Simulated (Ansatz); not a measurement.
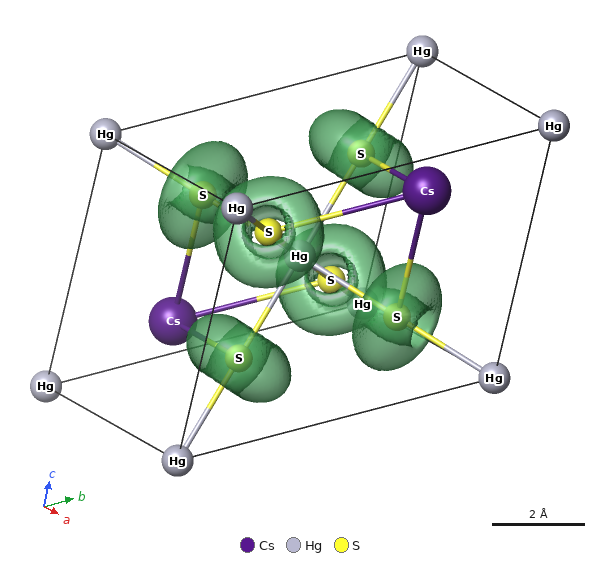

Figure. CsHgS$_{3}$. Isosurface of the ELF at 0.8 (green), seen slightly off an axis. Core shells and regions of very low density are left out. Sticks mark near contacts.

Space group R-3m; a structure generated by program, which may or may not match a known phase.

All numbers below come from DFT PBE, scalar-relativistic, plane waves, PAW (Ansatz).

Core electrons are frozen (PAW), and the valence fields are smoothed inside the atomic spheres.

Question: Where are the electrons localised?

Answer: At this value the surface marks out six regions wrapped around S (the valence shell of each), counted in one cell of 10 atoms. Regions shared between cells count once. Profiles from the grid: Hg–S (2.60 Å): the ELF peaks at about 0.75 in the valence shell of S, 0.8 Å from its nucleus, and drops to about 0.25 between the two atoms. Cs–S (3.60 Å): the ELF is about 0.05 at the midpoint; no shared electron pair shows on this line.
